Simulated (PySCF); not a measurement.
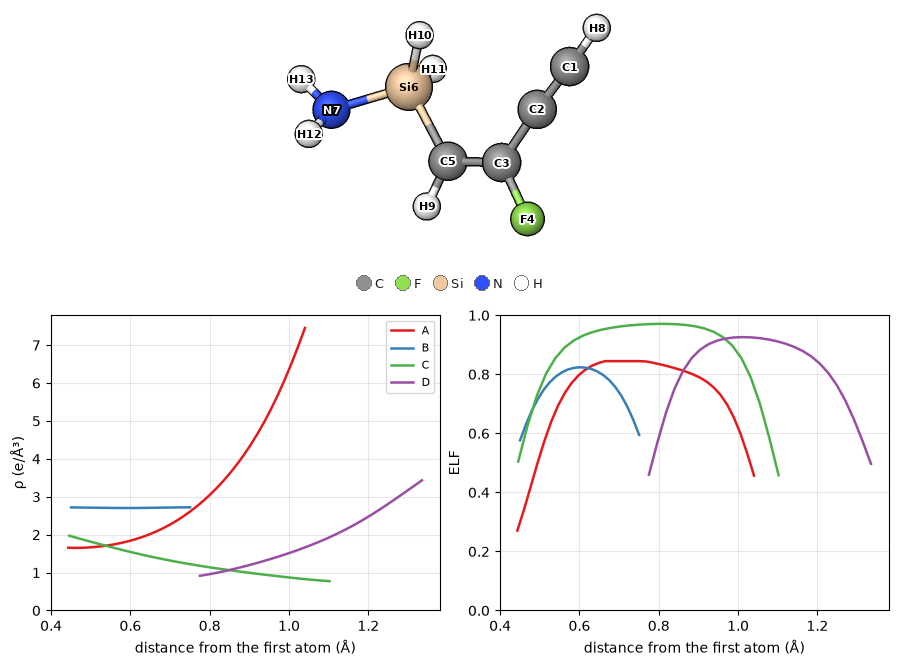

C₄H₆FNSi (SMILES C#C/C(F)=C\[SiH2]N). Total electron density and electron localisation function along straight lines between neighbouring atoms. The curves leave out the atomic cores. The structure is drawn too.

Geometry: GFN2-xTB.

All numbers below come from wB97X-D/def2-SVPD, SCF density, gas phase in PySCF 2.14.0.

```yaml
atoms:
  - { symbol: C, position_ang: [-2.5399, -0.8629, 1.4117] }
  - { symbol: C, position_ang: [-1.9861, -0.0835, 0.6851] }
  - { symbol: C, position_ang: [-1.4045, 0.8902, -0.1563] }
  - { symbol: F, position_ang: [-2.2160, 1.9640, -0.3784] }
  - { symbol: C, position_ang: [-0.1957, 0.8372, -0.7021] }
  - { symbol: Si, position_ang: [0.9908, -0.6022, -0.5022] }
  - { symbol: N, position_ang: [2.5247, 0.0995, -0.8526] }
  - { symbol: H, position_ang: [-2.9933, -1.5675, 2.0432] }
  - { symbol: H, position_ang: [0.0958, 1.6705, -1.3253] }
  - { symbol: H, position_ang: [0.8311, -1.1945, 0.8346] }
  - { symbol: H, position_ang: [0.7770, -1.6171, -1.5355] }
  - { symbol: H, position_ang: [2.7816, 0.9676, -0.4098] }
  - { symbol: H, position_ang: [3.3300, -0.5009, -0.9161] }
```

Q: Which curve belongs to which contact (C–C, C–F, C–Si and Si–N)? The first atom named is at distance zero.

A: Curve A: C–F (1.36 Å): the density is about 2.2 e/Å³ at the midpoint, with its minimum of 1.7 e/Å³ about 0.5 Å from C; the ELF peaks at about 0.85 between the atoms: a polar covalent bond. Curve B: C–C (1.20 Å): ρ at the midpoint is about 2.7 e/Å³; the ELF peaks at about 0.80 between the atoms (a multiple bond). Curve C: C–Si (1.88 Å): the density is about 0.95 e/Å³ at the midpoint; the ELF peaks at about 1 between the atoms: a covalent bond. Curve D: Si–N (1.72 Å): ρ at the midpoint is about 1.1 e/Å³; the ELF peaks at about 0.95 between the atoms (a polar covalent bond).
